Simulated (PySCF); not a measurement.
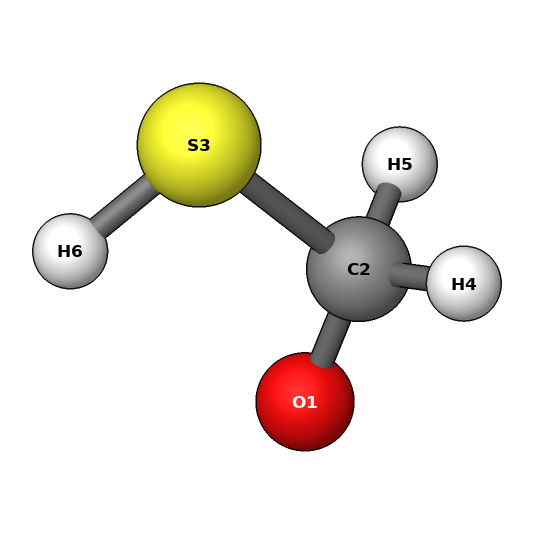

The questions are on Mulliken spin populations. The species is neutral and a spin doublet. Computed geometry: GFN2-xTB optimisation. No frequency run is at hand to confirm it as a minimum. Level of theory: UKS B3LYP, pcH-1 on C H O S, non-relativistic (PySCF 2.14.0).

List the Mulliken spin populations.

```
atom  value (e)
  O1       0.66
  C2      −0.08
  S3       0.16
  H4       0.14
  H5       0.14
  H6      −0.01
```

The run warned: orbitally degenerate or nearly so: second-order g, spin-orbit hyperfine and D do not apply.

Mulliken values depend strongly on the basis set.
